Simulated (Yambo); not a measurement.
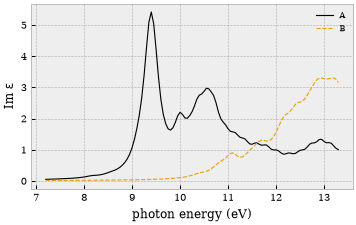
*Two computed absorption spectra of SiO$_{2}$ (α-quartz, space group P3_221, No. 154) (Yambo, LDA bands with the same scissor, field along x)*

Axes are Cartesian, with cell vectors (Å) (4.92, 0.00, 0.00), (-2.46, 4.26, 0.00), (0.00, 0.00, 5.43).

### Question
Which curve includes the electron-hole attraction (BSE), and where are its main peaks?

### Answer
Curve A: the attraction moves weight to lower energy (centre of the plotted range 10.6 eV against 12.3 eV). Its peaks lie at 9.4 eV, 10.6 eV, 12.9 eV. Settings: 6×6×6 mesh, 12 valence and 5 conduction bands, static screening with 66 bands and a 3 Ry block, scissor 3.14 eV, Tamm-Dancoff. The scissor comes from a G0W0 run whose convergence isn't established. Broadening 0.15 eV. The band window holds all transitions up to 13.3 eV. Fine structure above the onset can come from the mesh.

Geometry of the Materials Project entry, not relaxed at this level; primitive cell a = b = 4.9166 Å, c = 5.4316 Å, α = β = 90.00°, γ = 120.00°.
